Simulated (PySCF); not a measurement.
# GeC (triplet): changing the method

Aim: see what other levels and later steps give for GeC (triplet).

Method: each script names its method and basis; program: PySCF 2.14.0.

4 further runs of the same task are left out: 4 that didn't finish.

### Step 1. Starting geometry

GeC (triplet): 2 atoms, charge 0, spin multiplicity 3.

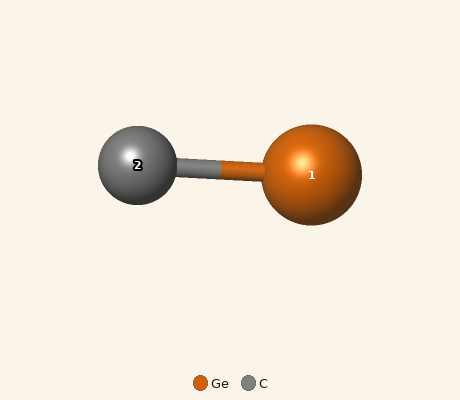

The starting geometry (germanium orange, carbon grey); atoms are numbered from 1 in the order of the file.

### Step 2. The base run

File input.py:

```python
from pyscf import gto, dft

mol = gto.M(
    atom='Ge 0 0 0; C 0 0 1.87',
    basis='sbkjc',
    ecp={'Ge': 'sbkjc', 'C': 'sbkjc'},
    charge=0,
    spin=2,
    verbose=4,
)
mf = dft.ROKS(mol, xc='pw91')
mf = mf.newton()
mf.kernel()
mf.mulliken_pop()
mf.dip_moment()
print('orbital energies (hartree):', mf.mo_energy[..., max(0, mol.nelec[1]-3):mol.nelec[0]+3].round(4))
```

Run with:

```bash
$ OMP_NUM_THREADS=1 python input.py
```

What it wrote:

```text
PySCF version 2.14.0

[INPUT] verbose = 4
[INPUT] num. atoms = 2
[INPUT] num. electrons = 8
[INPUT] charge = 0
[INPUT] spin (= nelec alpha-beta = 2S) = 2
[INPUT] symmetry False subgroup None
[INPUT] Mole.unit = angstrom
[INPUT] Symbol           X                Y                Z      unit          X                Y                Z       unit  Magmom
[INPUT]  1 Ge     0.000000000000   0.000000000000   0.000000000000 AA    0.000000000000   0.000000000000   0.000000000000 Bohr   0.0
[INPUT]  2 C      0.000000000000   0.000000000000   1.870000000000 AA    0.000000000000   0.000000000000   3.533787852937 Bohr   0.0

nuclear repulsion = 4.52771945172193
number of shells = 8
number of NR pGTOs = 36
number of NR cGTOs = 16
basis = sbkjc
ecp = {'Ge': 'sbkjc', 'C': 'sbkjc'}

******** <class 'pyscf.soscf.newton_ah.SecondOrderROKS'> ********
method = SecondOrderROKS
initial guess = minao
damping factor = 0
level_shift factor = 0
DIIS = <class 'pyscf.scf.diis.CDIIS'>
diis_start_cycle = 1
diis_space = 8
diis_damp = 0
SCF conv_tol = 1e-09
SCF conv_tol_grad = None
SCF max_cycles = 50
direct_scf = True
direct_scf_tol = 1e-13
num. doubly occ = 3  num. singly occ = 2
XC library pyscf.dft.libxc version 7.0.0
    S. Lehtola, C. Steigemann, M. J.T. Oliveira, and M. A.L. Marques.,  SoftwareX 7, 1–5 (2018)
XC functionals = pw91
    J. P. Perdew. In P. Ziesche and H. Eschrig, editors, Proceedings of the 75. WE-Heraeus-Seminar and 21st Annual International Symposium on Electronic Structure of Solids, 11. Berlin, 1991. Akademie Verlag.
    J. P. Perdew, J. A. Chevary, S. H. Vosko, K. A. Jackson, M. R. Pederson, D. J. Singh, and C. Fiolhais.,  Phys. Rev. B 46, 6671 (1992)
    J. P. Perdew, J. A. Chevary, S. H. Vosko, K. A. Jackson, M. R. Pederson, D. J. Singh, and C. Fiolhais.,  Phys. Rev. B 48, 4978 (1993)
    J. P. Perdew. In P. Ziesche and H. Eschrig, editors, Proceedings of the 75. WE-Heraeus-Seminar and 21st Annual International Symposium on Electronic Structure of Solids, 11. Berlin, 1991. Akademie Verlag.
    J. P. Perdew, J. A. Chevary, S. H. Vosko, K. A. Jackson, M. R. Pederson, D. J. Singh, and C. Fiolhais.,  Phys. Rev. B 46, 6671 (1992)
    J. P. Perdew, J. A. Chevary, S. H. Vosko, K. A. Jackson, M. R. Pederson, D. J. Singh, and C. Fiolhais.,  Phys. Rev. B 48, 4978 (1993)
radial grids:
    Treutler-Ahlrichs [JCP 102, 346 (1995); DOI:10.1063/1.469408] (M4) radial grids

becke partition: Becke, JCP 88, 2547 (1988); DOI:10.1063/1.454033
pruning grids: <function nwchem_prune>
grids dens level: 3
symmetrized grids: False
atomic radii adjust function: <function treutler_atomic_radii_adjust>
small_rho_cutoff = 0
******** <class 'pyscf.dft.roks.ROKS'> Newton solver flags ********
SCF tol = 1e-09
conv_tol_grad = None
max. SCF cycles = 50
direct_scf = True
direct_scf_tol = 1e-13
max_cycle_inner = 12
max_stepsize = 0.05
ah_start_tol = 1e+09
ah_level_shift = 0
ah_conv_tol = 1e-12
ah_lindep = 1e-14
ah_start_cycle = 1
ah_max_cycle = 40
ah_grad_trust_region = 2.5
kf_interval = 4
kf_trust_region = 5
canonicalization = True
Set conv_tol_grad to 3.16228e-05
tot grids = 34760
Initial guess E= -9.09076950998281  |g|= 0.606538
macro= 0  E= -9.29652393530426  delta_E= -0.205754  |g|= 0.118598  3 KF 19 JK
macro= 1  E= -9.3033166603509  delta_E= -0.00679273  |g|= 0.0103837  3 KF 9 JK
macro= 2  E= -9.30331710246278  delta_E= -4.42112e-07  |g|= 8.79273e-05  2 KF 7 JK
macro= 3  E= -9.30331710246324  delta_E= -4.54747e-13  |g|= 6.82803e-06  1 KF 2 JK
Canonicalize SCF orbitals
macro X = 4  E=-9.30331710246324  |g|= 6.82803e-06  total 10 KF 42 JK
converged SCF energy = -9.30331710246324
 ** Mulliken pop  **
pop of  0 Ge 4s           1.70545
pop of  0 Ge 5s           0.24408
pop of  0 Ge 4px          0.40704
pop of  0 Ge 4py          0.59950
pop of  0 Ge 4pz          0.62313
pop of  0 Ge 5px          0.07894
pop of  0 Ge 5py          0.13204
pop of  0 Ge 5pz          0.00050
pop of  1 C 2s            1.33999
pop of  1 C 3s            0.35508
pop of  1 C 2px           0.55761
pop of  1 C 2py           0.68989
pop of  1 C 2pz           0.65615
pop of  1 C 3px           0.23098
pop of  1 C 3py           0.30400
pop of  1 C 3pz           0.07562
 ** Mulliken atomic charges  **
charge of    0Ge =      0.20933
charge of    1C =     -0.20933
Dipole moment(X, Y, Z, Debye):  0.00000, -0.00000, -1.78675
orbital energies (hartree): [-0.5777 -0.3703 -0.2093 -0.2123 -0.2086 -0.0907 -0.0845  0.0188]
```

It took 1.9 s on 1 thread of Intel Xeon Platinum 8559C, shared host; peak memory 0.18 GiB.

It gives: E(SCF) = -9.303317 Eh, 4 macro-iterations, μ = 1.79 D.

The bond length is a typed value, not an optimised one. The triplet is typed in the script; nothing here shows that it is the ground state.

### Step 3. Pw6b95

Variant 1 changes functional: pw91 → pw6b95.

Edit input.py of step 2 so:

```diff
@@ -10,3 +10,3 @@
 )
-mf = dft.ROKS(mol, xc='pw91')
+mf = dft.ROKS(mol, xc='pw6b95')
 mf = mf.newton()
```

Run with:

```bash
$ OMP_NUM_THREADS=1 python input.py
```

What it wrote:

```text
[... 37 set-up lines left out, the same as in an earlier log ...]
XC functionals = pw6b95
    Y. Zhao and D. G. Truhlar.,  J. Phys. Chem. A 109, 5656 (2005)
[... 29 set-up lines left out, the same as in an earlier log ...]
  HOMO = -0.093966861662428  LUMO = 0.0257135223187869  gap/eV = 3.25667
Initial guess E= -9.0749709461316  |g|= 0.549152
macro= 0  E= -9.26201128505654  delta_E= -0.18704  |g|= 0.082434  3 KF 19 JK
macro= 1  E= -9.26537454772247  delta_E= -0.00336326  |g|= 0.000842993  4 KF 17 JK
macro= 2  E= -9.26554842092248  delta_E= -0.000173873  |g|= 0.00732006  2 KF 6 JK
macro= 3  E= -9.26556620472191  delta_E= -1.77838e-05  |g|= 5.85439e-05  3 KF 12 JK
macro= 4  E= -9.2655662912165  delta_E= -8.64946e-08  |g|= 4.72238e-05  1 KF 8 JK
macro= 5  E= -9.26556636442619  delta_E= -7.32097e-08  |g|= 3.89997e-05  1 KF 6 JK
macro= 6  E= -9.26556642649681  delta_E= -6.20706e-08  |g|= 3.86741e-05  1 KF 6 JK
macro= 7  E= -9.2655664789286  delta_E= -5.24318e-08  |g|= 3.38015e-05  1 KF 7 JK
macro= 8  E= -9.26556652286104  delta_E= -4.39324e-08  |g|= 3.1543e-05  1 KF 7 JK
macro= 9  E= -9.26556655946167  delta_E= -3.66006e-08  |g|= 2.66952e-05  1 KF 5 JK
macro= 10  E= -9.26556659050886  delta_E= -3.10472e-08  |g|= 2.3071e-05  1 KF 6 JK
macro= 11  E= -9.26556661628103  delta_E= -2.57722e-08  |g|= 2.61316e-05  1 KF 6 JK
macro= 12  E= -9.26556663826174  delta_E= -2.19807e-08  |g|= 2.33887e-05  1 KF 6 JK
macro= 13  E= -9.26556665660616  delta_E= -1.83444e-08  |g|= 2.12261e-05  1 KF 6 JK
macro= 14  E= -9.26556667192373  delta_E= -1.53176e-08  |g|= 1.93516e-05  1 KF 6 JK
macro= 15  E= -9.26556668464382  delta_E= -1.27201e-08  |g|= 1.78347e-05  1 KF 6 JK
macro= 16  E= -9.26556669454128  delta_E= -9.89747e-09  |g|= 1.71671e-05  1 KF 5 JK
macro= 17  E= -9.26556670159538  delta_E= -7.0541e-09  |g|= 1.41387e-05  1 KF 4 JK
macro= 18  E= -9.26556671027537  delta_E= -8.67999e-09  |g|= 1.36048e-05  1 KF 5 JK
macro= 19  E= -9.2655667163835  delta_E= -6.10813e-09  |g|= 1.17073e-05  1 KF 4 JK
macro= 20  E= -9.26556672042302  delta_E= -4.03952e-09  |g|= 1.37652e-05  1 KF 4 JK
macro= 21  E= -9.26556672587855  delta_E= -5.45553e-09  |g|= 1.03036e-05  1 KF 5 JK
macro= 22  E= -9.26556672829398  delta_E= -2.41544e-09  |g|= 1.05121e-05  1 KF 4 JK
macro= 23  E= -9.26556672958309  delta_E= -1.28911e-09  |g|= 1.19487e-05  1 KF 3 JK
macro= 24  E= -9.2655667333849  delta_E= -3.80181e-09  |g|= 8.99894e-06  1 KF 5 JK
macro= 25  E= -9.26556673556254  delta_E= -2.17764e-09  |g|= 1.16888e-05  1 KF 3 JK
macro= 26  E= -9.2655667374457  delta_E= -1.88316e-09  |g|= 1.22899e-05  1 KF 3 JK
macro= 27  E= -9.26556673865734  delta_E= -1.21164e-09  |g|= 9.02833e-06  1 KF 4 JK
macro= 28  E= -9.26556673987469  delta_E= -1.21735e-09  |g|= 8.07692e-06  1 KF 4 JK
macro= 29  E= -9.26556674133128  delta_E= -1.45659e-09  |g|= 1.22137e-05  1 KF 4 JK
macro= 30  E= -9.26556674235204  delta_E= -1.02076e-09  |g|= 8.13721e-06  1 KF 4 JK
macro= 31  E= -9.26556674239181  delta_E= -3.97691e-11  |g|= 5.5537e-06  1 KF 2 JK
Canonicalize SCF orbitals
macro X = 32  E=-9.26556674239181  |g|= 5.5537e-06  total 41 KF 225 JK
converged SCF energy = -9.26556674239181
 ** Mulliken pop  **
pop of  0 Ge 4s           1.70106
pop of  0 Ge 5s           0.25059
pop of  0 Ge 4px          0.32183
pop of  0 Ge 4py          0.65026
pop of  0 Ge 4pz          0.62367
pop of  0 Ge 5px          0.05578
pop of  0 Ge 5py          0.14536
pop of  0 Ge 5pz         -0.00113
pop of  1 C 2s            1.33336
pop of  1 C 3s            0.36090
pop of  1 C 2px           0.52461
pop of  1 C 2py           0.73212
pop of  1 C 2pz           0.65646
pop of  1 C 3px           0.22260
pop of  1 C 3py           0.34744
pop of  1 C 3pz           0.07509
 ** Mulliken atomic charges  **
charge of    0Ge =      0.25258
charge of    1C =     -0.25258
Dipole moment(X, Y, Z, Debye): -0.00000,  0.00000, -2.00505
orbital energies (hartree): [-0.6453 -0.4121 -0.2426 -0.212  -0.2076 -0.0562 -0.0523  0.0446]
```

It took 12 s on 1 thread of Intel Xeon Platinum 8559C, shared host; peak memory 0.22 GiB.

Result: E(SCF) = -9.265567 Eh, μ = 2.01 D.

### Step 4. M062x

Variant 2 changes functional: pw91 → m062x.

Edit input.py of step 2 so:

```diff
@@ -10,3 +10,3 @@
 )
-mf = dft.ROKS(mol, xc='pw91')
+mf = dft.ROKS(mol, xc='m062x')
 mf = mf.newton()
```

Run with:

```bash
$ OMP_NUM_THREADS=1 python input.py
```

What it wrote:

```text
[... 37 set-up lines left out, the same as in an earlier log ...]
XC functionals = m062x
    Y. Zhao and D. G. Truhlar.,  Theor. Chem. Acc. 120, 215 (2008)
    Y. Zhao and D. G. Truhlar.,  Theor. Chem. Acc. 120, 215 (2008)
[... 29 set-up lines left out, the same as in an earlier log ...]
Initial guess E= -9.03157724683727  |g|= 0.540641
macro= 0  E= -9.22588358438242  delta_E= -0.194306  |g|= 0.104049  3 KF 19 JK
macro= 1  E= -9.23095295273456  delta_E= -0.00506937  |g|= 0.000314198  5 KF 22 JK
macro= 2  E= -9.23119771005216  delta_E= -0.000244757  |g|= 0.00970264  2 KF 6 JK
macro= 3  E= -9.23122452624012  delta_E= -2.68162e-05  |g|= 9.06442e-05  3 KF 12 JK
macro= 4  E= -9.23122457340731  delta_E= -4.71672e-08  |g|= 4.09444e-05  1 KF 8 JK
macro= 5  E= -9.23122460778103  delta_E= -3.43737e-08  |g|= 4.26108e-05  1 KF 7 JK
macro= 6  E= -9.23122463295988  delta_E= -2.51789e-08  |g|= 3.28772e-05  1 KF 6 JK
macro= 7  E= -9.23122465133777  delta_E= -1.83779e-08  |g|= 3.03604e-05  1 KF 5 JK
macro= 8  E= -9.2312246648715  delta_E= -1.35337e-08  |g|= 2.30848e-05  1 KF 6 JK
macro= 9  E= -9.23122467419913  delta_E= -9.32762e-09  |g|= 2.26377e-05  1 KF 4 JK
macro= 10  E= -9.23122468157001  delta_E= -7.37088e-09  |g|= 1.95864e-05  1 KF 4 JK
macro= 11  E= -9.2312246858227  delta_E= -4.25269e-09  |g|= 1.50288e-05  1 KF 4 JK
macro= 12  E= -9.23122469037288  delta_E= -4.55018e-09  |g|= 9.1756e-06  1 KF 5 JK
macro= 13  E= -9.23122469300293  delta_E= -2.63005e-09  |g|= 9.59946e-06  1 KF 4 JK
macro= 14  E= -9.2312246942519  delta_E= -1.24898e-09  |g|= 1.2635e-05  1 KF 3 JK
macro= 15  E= -9.23122469438039  delta_E= -1.28482e-10  |g|= 8.35047e-06  1 KF 2 JK
Canonicalize SCF orbitals
macro X = 16  E=-9.23122469438039  |g|= 8.35047e-06  total 26 KF 134 JK
converged SCF energy = -9.23122469438039
 ** Mulliken pop  **
pop of  0 Ge 4s           1.69615
pop of  0 Ge 5s           0.26479
pop of  0 Ge 4px          0.60785
pop of  0 Ge 4py          0.32144
pop of  0 Ge 4pz          0.62014
pop of  0 Ge 5px          0.13930
pop of  0 Ge 5py          0.05868
pop of  0 Ge 5pz          0.00401
pop of  1 C 2s            1.31991
pop of  1 C 3s            0.36233
pop of  1 C 2px           0.71926
pop of  1 C 2py           0.53755
pop of  1 C 2pz           0.65437
pop of  1 C 3px           0.36825
pop of  1 C 3py           0.24767
pop of  1 C 3pz           0.07830
 ** Mulliken atomic charges  **
charge of    0Ge =      0.28764
charge of    1C =     -0.28764
Dipole moment(X, Y, Z, Debye): -0.00000,  0.00000, -2.26180
orbital energies (hartree): [-0.6992 -0.4455 -0.2751 -0.2091 -0.2047 -0.0294 -0.0273  0.058 ]
```

It took 8.3 s on 1 thread of Intel Xeon Platinum 8559C, shared host.

Outcome: E(SCF) = -9.231225 Eh, μ = 2.26 D.

### Step 5. SCF alone

Variant 3 changes step after the SCF: analyze → none.

Edit input.py of step 2 so:

```diff
@@ -13,3 +13,2 @@
 mf.kernel()
-mf.mulliken_pop()
 mf.dip_moment()
```

Run with:

```bash
$ OMP_NUM_THREADS=1 python input.py
```

What it wrote:

```text
[... 75 set-up lines left out, the same as in an earlier log ...]
macro= 0  E= -9.29652393530426  delta_E= -0.205754  |g|= 0.118598  3 KF 19 JK
macro= 1  E= -9.3033166603509  delta_E= -0.00679273  |g|= 0.0103837  3 KF 9 JK
macro= 2  E= -9.30331710246278  delta_E= -4.42112e-07  |g|= 8.79273e-05  2 KF 7 JK
macro= 3  E= -9.30331710246324  delta_E= -4.54747e-13  |g|= 6.82803e-06  1 KF 2 JK
Canonicalize SCF orbitals
macro X = 4  E=-9.30331710246324  |g|= 6.82803e-06  total 10 KF 42 JK
converged SCF energy = -9.30331710246324
Dipole moment(X, Y, Z, Debye):  0.00000, -0.00000, -1.78675
orbital energies (hartree): [-0.5777 -0.3703 -0.2093 -0.2123 -0.2086 -0.0907 -0.0845  0.0188]
```

It took 1.9 s on 1 thread of Intel Xeon Platinum 8559C, shared host.

Result: E(SCF) = -9.303317 Eh (no change), 4 macro-iterations, μ = 1.79 D.

### Step 6. Pbe0

Variant 4 changes functional: pw91 → pbe0.

Edit input.py of step 2 so:

```diff
@@ -10,3 +10,3 @@
 )
-mf = dft.ROKS(mol, xc='pw91')
+mf = dft.ROKS(mol, xc='pbe0')
 mf = mf.newton()
```

Run with:

```bash
$ OMP_NUM_THREADS=1 python input.py
```

What it wrote:

```text
[... 37 set-up lines left out, the same as in an earlier log ...]
XC functionals = pbe0
    C. Adamo and V. Barone.,  J. Chem. Phys. 110, 6158 (1999)
    M. Ernzerhof and G. E. Scuseria.,  J. Chem. Phys. 110, 5029 (1999)
[... 29 set-up lines left out, the same as in an earlier log ...]
Initial guess E= -9.07774347300315  |g|= 0.551817
macro= 0  E= -9.26724115048363  delta_E= -0.189498  |g|= 0.0980352  3 KF 19 JK
macro= 1  E= -9.27296037484867  delta_E= -0.00571922  |g|= 0.0089714  3 KF 9 JK
macro= 2  E= -9.27296182739918  delta_E= -1.45255e-06  |g|= 6.949e-05  2 KF 7 JK
macro= 3  E= -9.27296182740074  delta_E= -1.55786e-12  |g|= 1.16282e-05  1 KF 2 JK
Canonicalize SCF orbitals
macro X = 4  E=-9.27296182740074  |g|= 1.16282e-05  total 10 KF 42 JK
converged SCF energy = -9.27296182740074
 ** Mulliken pop  **
pop of  0 Ge 4s           1.70224
pop of  0 Ge 5s           0.25141
pop of  0 Ge 4px          0.67881
pop of  0 Ge 4py          0.29313
pop of  0 Ge 4pz          0.62822
pop of  0 Ge 5px          0.14816
pop of  0 Ge 5py          0.04542
pop of  0 Ge 5pz         -0.00464
pop of  1 C 2s            1.33141
pop of  1 C 3s            0.36294
pop of  1 C 2px           0.73159
pop of  1 C 2py           0.51275
pop of  1 C 2pz           0.65221
pop of  1 C 3px           0.36830
pop of  1 C 3py           0.22184
pop of  1 C 3pz           0.07620
 ** Mulliken atomic charges  **
charge of    0Ge =      0.25725
charge of    1C =     -0.25725
Dipole moment(X, Y, Z, Debye):  0.00000, -0.00000, -1.90926
orbital energies (hartree): [-0.6495 -0.4123 -0.2421 -0.212  -0.2076 -0.0586 -0.0554  0.0462]
```

Wall time 1.7 s (1 thread of Intel Xeon Platinum 8559C, shared host).

Result: E(SCF) = -9.272962 Eh, 4 macro-iterations, μ = 1.91 D.

### Step 7. All runs together

| run | E(SCF) (hartree) | from base (eV) | cycles | SCF dipole (D) |
| --- | --- | --- | --- | --- |
| base | -9.303317 | 0 | 4 macro | 1.79 |
| pw6b95 | -9.265567 | not comparable | 32 macro | 2.01 |
| m062x | -9.231225 | not comparable | 16 macro | 2.26 |
| SCF alone | -9.303317 | 0.0000 | 4 macro | 1.79 |
| pbe0 | -9.272962 | not comparable | 4 macro | 1.91 |

Wall time on 1 thread of Intel Xeon Platinum 8559C, shared host, start-up included: base 1.9 s; pw6b95 12 s; m062x 8.3 s; SCF alone 1.9 s; pbe0 1.7 s.

Total energies of different functionals can't be compared with each other; differences within one functional can. The dearest run is “pw6b95”, at 12 s against 1.9 s.
